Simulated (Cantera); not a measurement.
Charge: 1 mol Si, 4.2 mol NF3, 0.2 mol H2, at 0.520 bar.

Equilibrium computed with Cantera from the NASA thermochemical tables; the gas is ideal and each condensed phase is pure. Candidate condensed phases: Si, Si3N4; 37 gas species. Rates play no part.

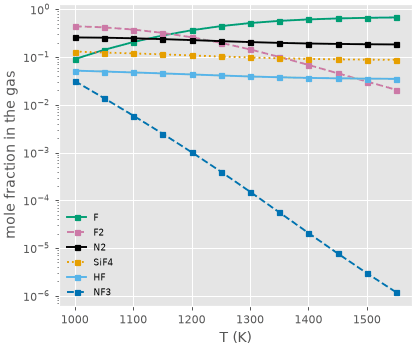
Figure: Equilibrium gas composition (values under 1e-9 drawn at 1e-9)

**Question.** Read off the mole fractions at 1200 K.

**Answer.** F about 0.36, F2 about 0.26, N2 about 0.23, SiF4 about 0.11, HF about 0.043, NF3 about 0.0010.
